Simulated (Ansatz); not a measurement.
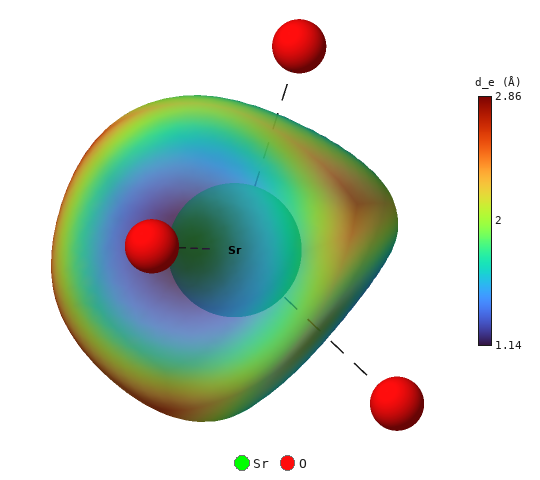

Hirshfeld surface computed for one Sr atom in Sr4O3 (P-43m), coloured by d_e. Dashed lines lead to the closest neighbours outside.

The surface is where the fragment's share of the procrystal density (the sum of the densities of spherically averaged neutral Hartree-Fock atoms) equals one half. d_i and d_e are the distances from the surface to the nearest nucleus inside and outside. From Rb on the atoms have core potentials, so only their outer electrons count.

Origin of the cell: coordinates from a relaxation with DFT PBE, scalar-relativistic, plane waves, PAW in Ansatz; the starting structure was generated, so it need not be a known form of this composition.

```cif
data_structure
_symmetry_space_group_name_H-M 'P-43m'
_symmetry_Int_Tables_number 215
_cell_length_a 5.7208
_cell_length_b 5.7208
_cell_length_c 5.7208
_cell_angle_alpha 90.000
_cell_angle_beta 90.000
_cell_angle_gamma 90.000
_cell_volume 187.23
loop_
_atom_site_label
_atom_site_type_symbol
_atom_site_symmetry_multiplicity
_atom_site_Wyckoff_symbol
_atom_site_fract_x
_atom_site_fract_y
_atom_site_fract_z
_atom_site_occupancy
Sr1 Sr 4 e 0.76315 0.76315 0.76315 1
O1 O 3 d 0.00000 0.00000 0.50000 1
```

What is the shortest distance from the fragment to an atom outside it?

Sr–O, 2.44 Å.

How is the surface shared among contacts (nearest atom inside ··· nearest atom outside)?

Sr···O 82 %, Sr···Sr 18 %. The surface faces 6 neighbours with more than 2 % of its area each: 3 Sr + 3 O.

Give the size and shape of the surface.

It encloses about 22.6 Å³, has an area of about 40 Å² and a globularity of 0.96 (1 for a sphere).
